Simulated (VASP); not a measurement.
Band structure of SrVO3 (cubic perovskite). Computed with rev-vdW-DF2, VASP's PBE PAW potentials (set 64) (plane waves; VASP).

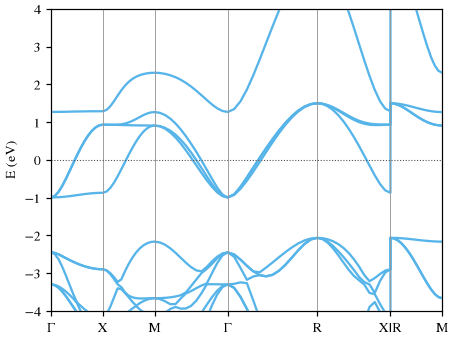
*Bands along high-symmetry lines, zero at the valence-band maximum or, without a gap, the Fermi level*

Read the plot: is there a gap, and where are the band edges?

It has no gap at this level: it comes out as a metal or semimetal. (Edges off the drawn lines would not show.)

The compound is SrVO3 in the cubic perovskite structure. It was relaxed first. The run is not spin-polarised, so no magnetic state was tried. The electron count is odd and the run is not spin-polarised, which forces a metal.
